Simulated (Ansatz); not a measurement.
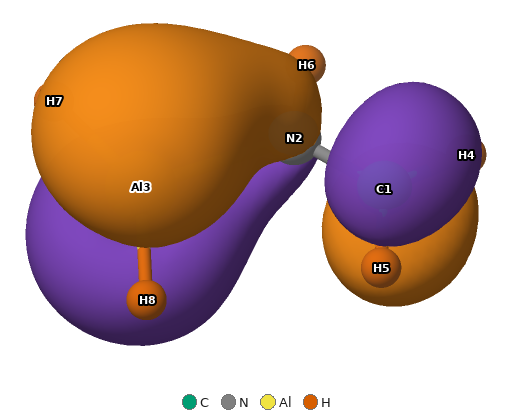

Figure. CH5AlN (charge +1). The LUMO at ±0.1 Å⁻³ᐟ² (orange and purple are the two phases), seen at a tilt.

Theory: RHF/def2-SVP (Ansatz 0.2.0).

```xyz
8

C    -0.6567    0.9354   -0.7211
N    -0.3335    0.3281    0.3442
Al    0.8976   -1.1795    0.5068
H    -1.3536    1.7683   -0.7117
H    -0.2358    0.6282   -1.6739
H    -0.7760    0.6850    1.1811
H     1.0234   -1.6356    1.9825
H     1.4346   -1.5300   -0.9079
```

Describe this orbital and give its energy.

It lies mainly on Al3 (about 55 %), C1 (about 25 %) and N2 (about 10 %); it changes sign across the molecular plane (π type); π-antibonding (a node) across C1–N2. Its energy is −3.88 eV.
